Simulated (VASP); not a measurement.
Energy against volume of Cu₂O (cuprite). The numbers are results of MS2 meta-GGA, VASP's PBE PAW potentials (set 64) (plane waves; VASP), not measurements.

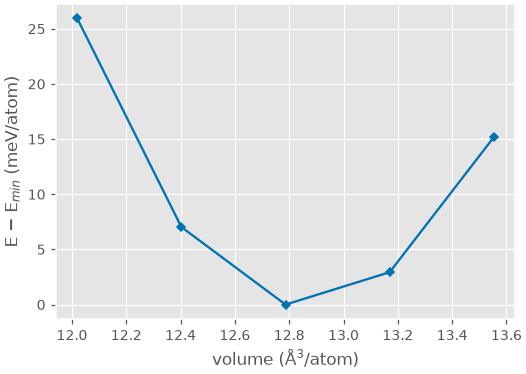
*Energy against volume*

Q: Estimate the equilibrium volume and the bulk modulus.

A: The minimum lies near 12.9 Å³/atom, and the curvature gives B0 of about 140 GPa.

Measured: a 4.276 Å at 15 K (computed value off by -0.5 %), as given by Leila H. N. Rimmer et al., Physical Review B (2014), arXiv:1402.1026. The calculation is for a static lattice, while the measured a holds thermal and zero-point effects, which are part of the difference.

The compound is Cu2O in the cuprite structure. It was relaxed first.
